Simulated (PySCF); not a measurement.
C5H9ClOSi

```yaml
atoms:
  - { symbol: C, position_ang: [-3.7479, 0.4053, -0.1631] }
  - { symbol: O, position_ang: [-2.3628, 0.5289, -0.1036] }
  - { symbol: Si, position_ang: [-1.2476, -0.6495, -0.0493] }
  - { symbol: C, position_ang: [0.3294, 0.3542, 0.0137] }
  - { symbol: C, position_ang: [1.5446, -0.1980, 0.0666] }
  - { symbol: C, position_ang: [2.7697, 0.5579, 0.1136] }
  - { symbol: C, position_ang: [4.0022, 0.0513, 0.1686] }
  - { symbol: Cl, position_ang: [4.3438, -1.6313, 0.1925] }
  - { symbol: H, position_ang: [-4.1773, 1.4076, -0.1872] }
  - { symbol: H, position_ang: [-4.1303, -0.1280, 0.7107] }
  - { symbol: H, position_ang: [-4.0537, -0.1376, -1.0608] }
  - { symbol: H, position_ang: [-1.3219, -1.5105, -1.2380] }
  - { symbol: H, position_ang: [-1.4231, -1.4990, 1.1372] }
  - { symbol: H, position_ang: [0.2585, 1.4353, 0.0068] }
  - { symbol: H, position_ang: [1.6437, -1.2744, 0.0758] }
  - { symbol: H, position_ang: [2.6765, 1.6360, 0.1035] }
  - { symbol: H, position_ang: [4.8894, 0.6636, 0.2033] }
```

Geometry: GFN2-xTB.

The calculation used PySCF, wB97X-D/def2-SVPD, SCF density, gas phase.

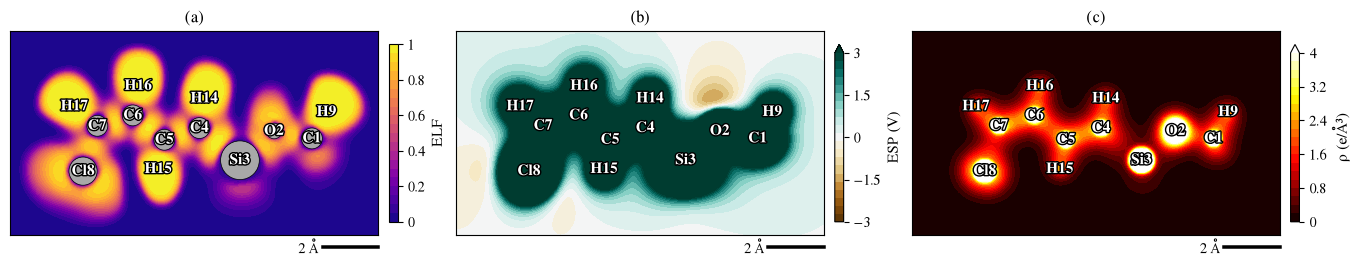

Figure 1. (a) ELF; (b) molecular electrostatic potential; (c) electron density on the plane of atoms C5, C6 and H16. Grey discs cover the atomic cores in the ELF map.

Q: Interpret the plot.

A: The section cuts through C, O, Si, Cl and H sites.
C–C (1.33 Å): the density is about 2.3 e/Å³ at the midpoint; the ELF peaks at about 0.95 between the atoms; a multiple bond.
C–O (1.39 Å): the density is about 2.1 e/Å³ at the midpoint, with its minimum of 1.8 e/Å³ about 0.5 Å from C; the ELF peaks at about 0.90 between the atoms: a polar covalent bond.
Si–O (1.62 Å): the density is about 1.2 e/Å³ at the midpoint; the ELF peaks at about 0.85 between the atoms: a short, strongly polar bond.
C–Cl (1.72 Å): the density is about 1.5 e/Å³ at the midpoint; the ELF peaks at about 0.90 between the atoms, as expected for a shared electron pair.
C–Si (1.87 Å): the density is about 0.98 e/Å³ at the midpoint; the ELF peaks at about 1 between the atoms; localised, covalent bonding.
The ELF also peaks beside Cl8 and O2, away from the bonds: lone-pair regions.
Outside the dense part of the molecule the potential is most negative (−1.6 V) near O2.

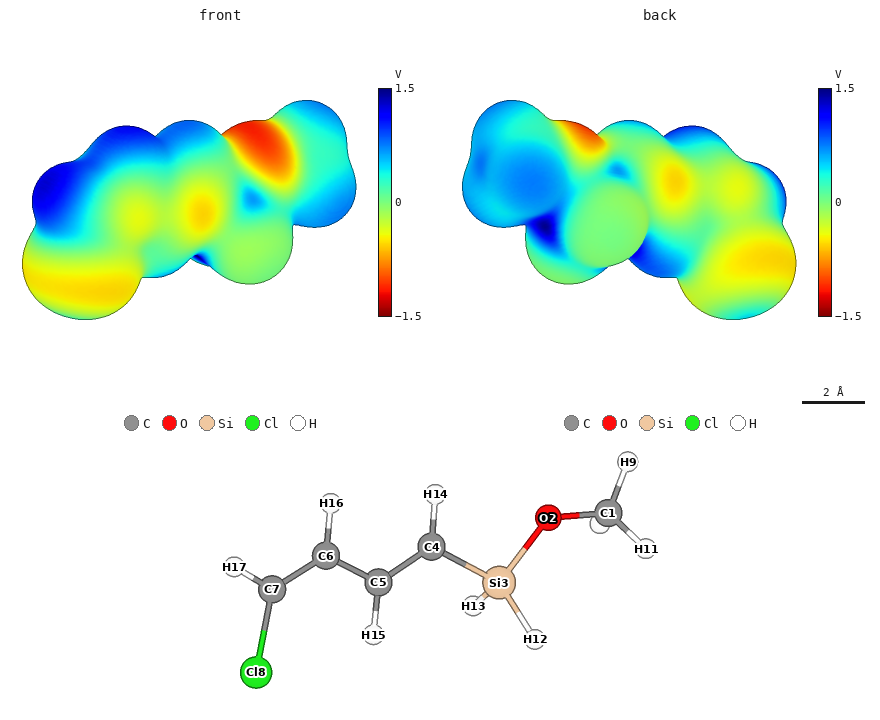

Figure 2. The molecular electrostatic potential painted on the density surface at 0.002 e/bohr³, seen from the front and from behind; the colour scale runs from red (negative) to blue (positive). The bare structure is drawn below in the same view.

Q: Where is the surface potential most negative and most positive?

A: The most negative region (about −1.1 V) lies over O2, the most positive (about +1.4 V) over Si3. Cl8 shows a σ-hole: about +0.4 V at the tip opposite its bond, against about −0.3 V on its flanks. O2 is the likeliest acceptor of a hydrogen bond.

Q: What dipole moment does the calculation give?

A: Its dipole moment is 1.41 D.
